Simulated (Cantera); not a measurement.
Input: 1 mol NH3, 3.9 mol H2O, 3.2 mol N2, equilibrated at 0.00550 bar.

These are equilibrium values from Cantera (NASA tables, ideal gas, pure condensed phases), not measurements of a reactor. Candidate condensed phases: H2O; 24 gas species. Kinetics and transport are ignored.

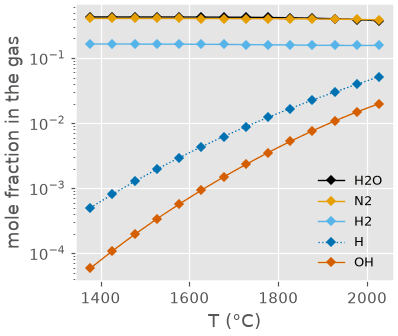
Figure: Equilibrium gas composition (values under 1e-9 drawn at 1e-9)

Question: Read off the mole fractions at 1827 °C.

Answer: H2O about 0.42, N2 about 0.40, H2 about 0.16, H about 0.017, OH about 0.0052.
